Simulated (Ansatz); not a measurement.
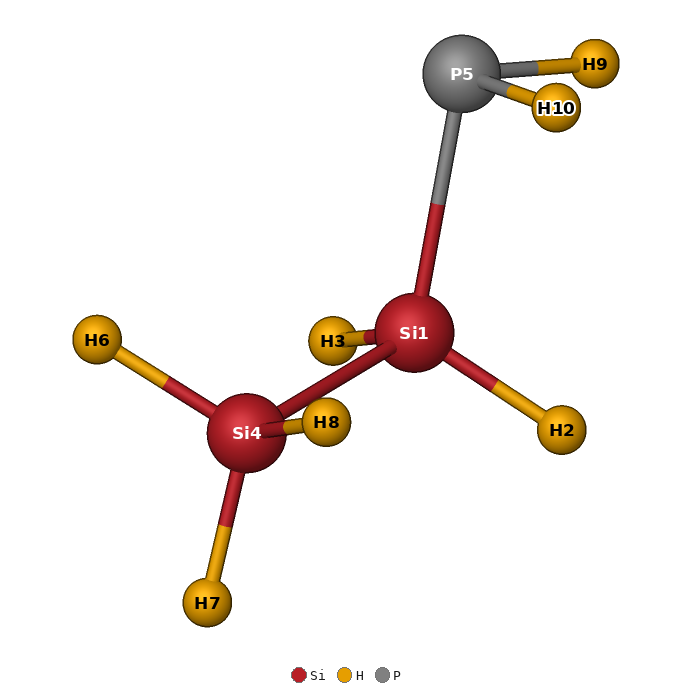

Sticks follow a distance rule. Harmonic vibrations computed with RKS PBE0-D4/def2-TZVP (Ansatz 0.2.0) at a stationary point of the same level.

Question: Minimum or transition state?

Answer: A minimum: no imaginary frequency, and the lowest mode lies at 91 cm⁻¹.

Question: How many vibrational modes are there, and where do they lie?

Answer: 24 modes: 91, 103, 136, 350, 399, 461, 481, 488, 638, 664, 737, 787, 879, 926, 937, 942, 1091, 2201, 2213, 2215, 2225, 2229, 2403, 2413 cm⁻¹.
